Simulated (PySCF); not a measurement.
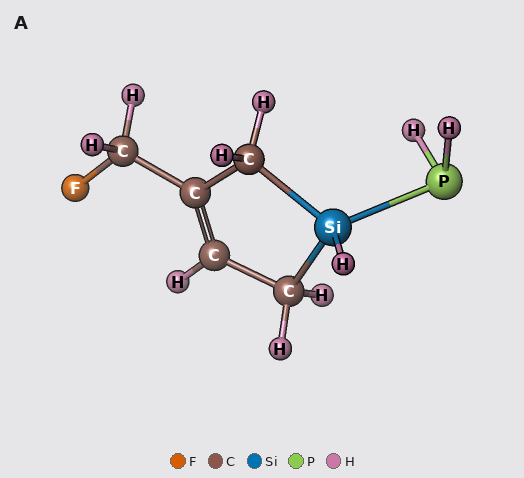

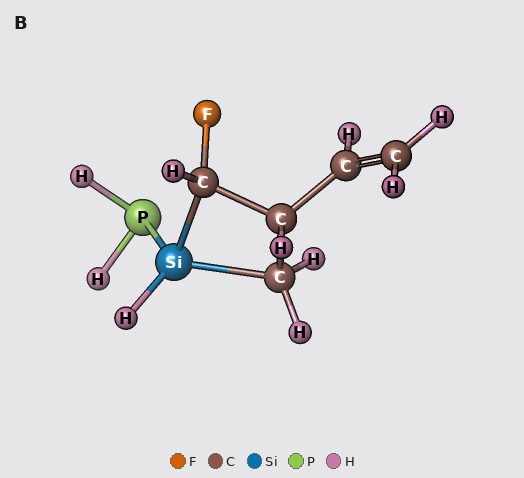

2 stationary structures of one formula. Geometries: GFN2-xTB. Electronic energies: PBE0/pcSseg-1 (PySCF 2.14.0), without zero-point energy. No frequency run is at hand to confirm each as a minimum. Each is one conformer, not always the lowest.

Question: Rank them by energy, lowest first.

Answer: A is lowest; B lies 28.7 kcal/mol above it. A is `FCC1=CC[Si@@H](P)C1`, B is `C=C[C@@H]1C[Si@H](P)[C@@H]1F`.

The geometry is semi-empirical. Around P, Si such bond lengths and angles can be off by a tenth of an ångström or more and by several degrees, and values that hang on the shape move with them.
